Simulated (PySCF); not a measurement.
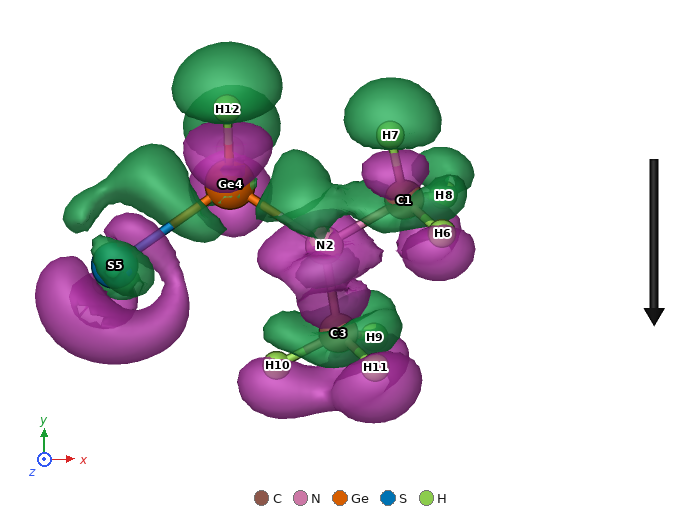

C₂H₉GeNS, SMILES `C[N](C)[GeH2][SH]`. Change of the electron density in a uniform field of 0.41 V/Å along −y (arrow), surfaces at ±0.003 e/Å³ (green: gain, purple: loss).

Method: HF/6-311G**; geometry: GFN2-xTB; program: PySCF. No frequency check shows the geometry to be a minimum. A basis without diffuse functions makes polarisabilities too small. GFN2-xTB bond lengths at metals and heavier atoms can be off by up to 0.1 Å and shapes distorted, which carries into these values.

The calculation's input:

```python
import numpy as np
from pyscf import gto, scf, dft
from pyscf.scf import atom_ks, atom_hf
from scipy.linalg import block_diag

def solve(mol, dm0=None, hcore=None):
    mf = scf.UHF(mol) if mol.spin else scf.RHF(mol)
    mf = mf.density_fit(auxbasis='def2-universal-jkfit')
    mf.conv_tol, mf.max_cycle = 1e-8, 80
    if hcore is not None:
        mf.get_hcore = lambda *args: hcore
    mf.kernel(dm0)
    if not mf.converged:
        mf = mf.newton().run(mf.mo_coeff, mf.mo_occ, max_cycle=30)
    assert mf.converged, 'SCF not converged'
    return mf

mol = gto.M(atom='''
C      2.49357     0.40704     0.30105
N      1.23251    -0.29637     0.21341
C      1.39653    -1.65338    -0.26406
Ge    -0.28505     0.66291    -0.13885
S     -2.04039    -0.60013     0.28595
H      3.16412    -0.13232     0.97466
H      2.32250     1.40525     0.70314
H      2.98889     0.50212    -0.67322
H      1.83508    -1.69578    -1.26909
H      0.42687    -2.15105    -0.28152
H      2.05332    -2.20149     0.41640
H     -0.21558     1.81790     0.82637
H     -0.45253     1.22655    -1.55447
H     -2.32318    -0.82973    -0.99001
''', basis='6-311g**', charge=0, spin=0, verbose=4)
field = np.array([0.0, 0.008, 0.0])  # atomic units
mol.set_common_orig(mol.atom_charges() @ mol.atom_coords() / mol.atom_charges().sum())
mf = solve(mol)
out = dict(dm0=mf.make_rdm1(), d0=mf.dip_moment(unit='AU'), e0=mf.e_tot)
for name, sign in (('p', 1), ('m', -1)):
    h = mf.get_hcore() + sign * np.einsum('x,xij->ij', field, mol.intor('int1e_r'))
    mi = solve(mol, mf.make_rdm1(), h)
    out.update({'dm' + name: mi.make_rdm1(), 'd' + name: mi.dip_moment(unit='AU'), 'e' + name: mi.e_tot})
# spherically averaged free atoms, for the promolecule
atm = scf.atom_hf.get_atm_nrhf(mol)
pro = block_diag(*[(atm[a[0]][2] * atm[a[0]][3]) @ atm[a[0]][2].T for a in mol._atom])
np.savez('result.npz', pro=pro, **out)
```

Run with:

```sh
OMP_NUM_THREADS=1 python input.py
```

The run took 25 s on 1 thread of AMD EPYC (Zen 3) (shared host), peak memory 0.5 GiB.

Partitions, critical points and surface values were worked out afterwards from this run's density.

The field was applied in both directions; the picture shows the one opposite to the script's first.

Q: How large is the response?

A: The induced dipole is 1.43 D (along the field); α along this axis, from the fields in both directions, is 70 bohr³ (10.4 Å³).
